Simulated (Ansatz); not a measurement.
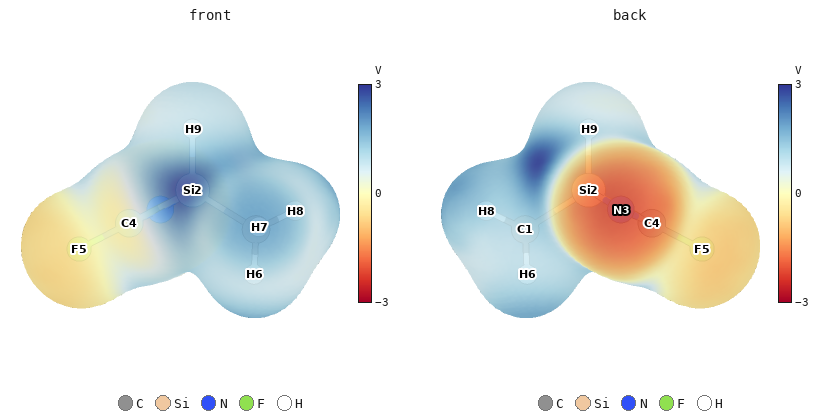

Figure 1: C2H4FNSi. The electrostatic potential painted on the density surface at 0.004 e/bohr³, seen from the front and from behind; red is negative and blue positive.

Geometry: PBE0-D4/def2-TZVP.

Level of theory: Ansatz 0.2.0, RKS PBE0-D4/def2-TZVPP.

```yaml
atoms:
  - { symbol: C, position_ang: [-1.3085, -0.4747, -0.2453] }
  - { symbol: Si, position_ang: [0.2388, 0.1069, 0.5835] }
  - { symbol: N, position_ang: [1.8435, -0.4932, 0.0346] }
  - { symbol: C, position_ang: [1.6608, 0.7176, -0.2712] }
  - { symbol: F, position_ang: [2.4773, 1.5233, -0.9209] }
  - { symbol: H, position_ang: [-1.1368, -0.6470, -1.3086] }
  - { symbol: H, position_ang: [-2.1075, 0.2623, -0.1317] }
  - { symbol: H, position_ang: [-1.6498, -1.4078, 0.2117] }
  - { symbol: H, position_ang: [0.0707, 0.3662, 2.0306] }
```

Which sites attract a positive test charge, and which a negative one?

Answer. A positive charge is drawn to the negative regions and a negative charge to the positive ones. The most negative region (about −2.0 V) lies over N3, the most positive (about +2.7 V) over Si2. N3 is the likeliest acceptor of a hydrogen bond.
